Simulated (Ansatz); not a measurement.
The relaxed structure here is a generated cell of PbS: the first start was made by placing the elements on the sites of a structure type, and the end was not matched to a known phase here, so it may be hypothetical. Known forms of PbS include space group No. 225.

A relaxed structure of PbS. Space group P3m1 (No. 156). The numbers are results of r2SCAN (plane waves to 500 eV, PAW, scalar-relativistic; Ansatz, a quantum-chemistry and plane-wave program), not measurements.

```cif
data_PbS
_chemical_formula_sum 'S1 Pb1'
_space_group_name_H-M_alt 'P3m1'
_space_group_IT_number 156
_space_group_name_Hall 'P 3 -2"'
_cell_length_a 4.03986
_cell_length_b 4.03986
_cell_length_c 4.06203
_cell_angle_alpha 90.000
_cell_angle_beta 90.000
_cell_angle_gamma 120.000
loop_
_atom_site_label
_atom_site_type_symbol
_atom_site_symmetry_multiplicity
_atom_site_Wyckoff_symbol
_atom_site_fract_x
_atom_site_fract_y
_atom_site_fract_z
_atom_site_occupancy
S1 S 1 c 0.66667 0.33333 0.69244 1
Pb1 Pb 1 b 0.33333 0.66667 0.06175 1
```

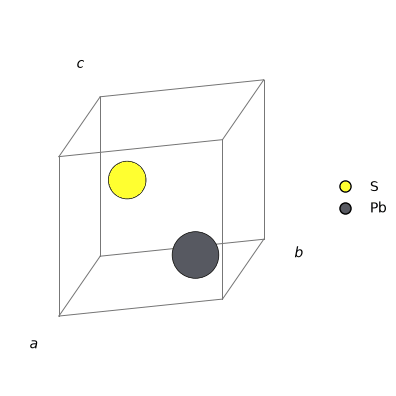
Figure: The conventional cell of the relaxed structure

```json
{
 "volume_per_atom": "28.71 Å³",
 "band_gap": "0.88 eV, indirect (valence top at or next to A, conduction bottom at H) (no spin-orbit coupling)",
 "smallest_direct_gap": "1.88 eV at A",
 "shortest_distances": "Pb–S 2.77 Å",
 "k-mesh": "9×9×8"
}
```

Band energies at high-symmetry points (eV from the VBM; labels of this space group; no spin-orbit coupling), from −5 eV up to 3.8 eV:

```tsv
point	energies
Γ	-2.07 -1.59 -1.59
M	-2.60 -2.12 -1.14 2.17
K	-4.06 -1.56 -0.17 2.77 3.78
A	-1.27 -1.27 -0.04 1.85
L	-4.19 -2.88 -1.91 2.52 3.43
H	-3.65 -3.11 -3.07 0.88
```

No spin polarisation in the result. Without spin-orbit coupling the bands of the heavy element are not split, so the gap can be far off.

It was reached from a disturbed copy of a F-43m (No. 216) cell (zinc blende type), against which it lies -0.154 eV/atom.
